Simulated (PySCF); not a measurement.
# C4H7N3S: the cost of one run

Computed with PySCF 2.14.0 and routines of our own; the level stands in each step. Atoms count from 0.

## Step 1: The starting structure

15 atoms, charge 0, multiplicity 1; geometry from: GFN2-xTB.

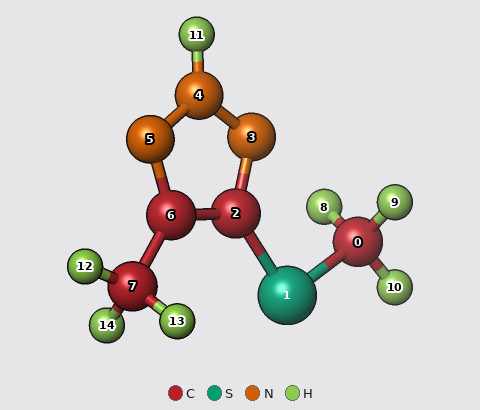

The starting geometry (carbon red, sulfur teal, nitrogen orange, hydrogen green).

## Step 2: Magnetic properties: GIAO wB97X-D/pcSseg-1

Job settings and geometry (Å):

```
{"job": {"kind": "mag", "xc": "wB97X-D", "basis": "pcSseg-1", "isotopologues": 2}, "charge": 0, "multiplicity": 1}
C      2.776384     0.318287     0.170684
S      1.488615    -0.805811    -0.434116
C      0.083170     0.088990     0.055366
N      0.127314     1.256046     0.684353
N     -1.143950     1.571694     0.861584
N     -2.008317     0.695728     0.393951
C     -1.276199    -0.270772    -0.130956
C     -1.824701    -1.481964    -0.781213
H      2.667053     1.278680    -0.322384
H      2.670388     0.432828     1.244498
H      3.729798    -0.136858    -0.076537
H     -1.426930     2.422271     1.320992
H     -2.909614    -1.450880    -0.753241
H     -1.470727    -2.374406    -0.267114
H     -1.486699    -1.535843    -1.815125
```

Level: GIAO wB97X-D/pcSseg-1 magnetisability, rotational g tensor and spin-rotation constants, non-relativistic, gas phase.

Command:

```
OMP_NUM_THREADS=1 python excited_run.py task.json out
```

One launch serves the whole session: the jobs run in the order shown.

Q: Estimate the wall time and peak memory of this first job on 1 thread of Arm Neoverse V2, shared host.

About 41 s, with a peak of 0.86 GiB.
